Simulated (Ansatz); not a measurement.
SnW

Input

```
crystal:
  lattice:
    - [3.3394030829, 0.0, 0.0]
    - [0.0, 3.3394030829, 0.0]
    - [0.0, 0.0, 3.3394030829]
  atoms:
    - { symbol: Sn, position: [0.0, 0.0, 0.0] }
    - { symbol: W, position: [0.5, 0.5, 0.5] }
basis:
  ecutwfc: 420
kpoints:
  mp_grid: { grid: [16, 16, 16] }
hamiltonian:
  xc: pbe
scf:
  occupations: { method: gaussian, width: 0.1 }
output:
  forces: true
  stress: true
  eigenvalues: true
  write_density: true
  write_potential: true
  elf: true
  volumetric_format: npy
relax:
  adjacent_minimum: "off"
  f_tol: 0.01
  max_steps: 80
  cell: { stress_tol: 0.05 }
```

Launched as:

```sh
ansatz run input.yaml --threads 1 --pin off --max-ram 2560MiB --backend cpu --events-out ev --progress --plain --runs-dir out
```

Below, planes, directions and counts refer to the conventional cell (a = 3.33 Å, b = 3.33 Å, c = 3.33 Å, α = 90.00°, β = 90.00°, γ = 90.00°).

The fields are those of the relaxed geometry.

Space group Pm-3m; a structure generated by program, which may or may not match a known phase.

Theory: DFT PBE, scalar-relativistic, plane waves, PAW in Ansatz.

Question: What can the converged valence pseudo-density and electron localisation function tell about the bonding?

Answer: Sn–W (2.88 Å): ρ at the midpoint is about 0.3 e/Å³; the ELF is about 0.40 at the midpoint.

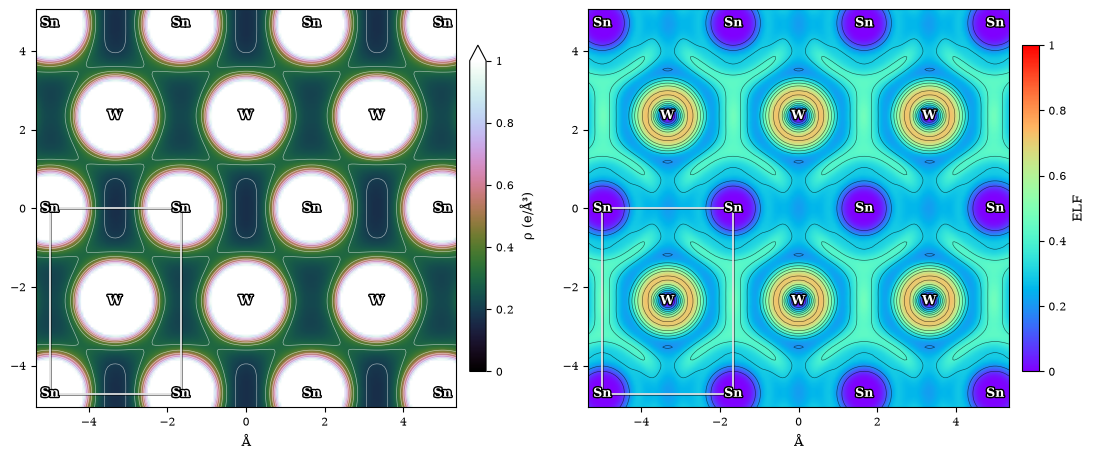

Computed valence pseudo-density and electron localisation function on the (101̄) plane of the conventional cell, in this order. 

The density is the valence pseudo-density of a PAW calculation; it isn't the true density close to the nuclei.
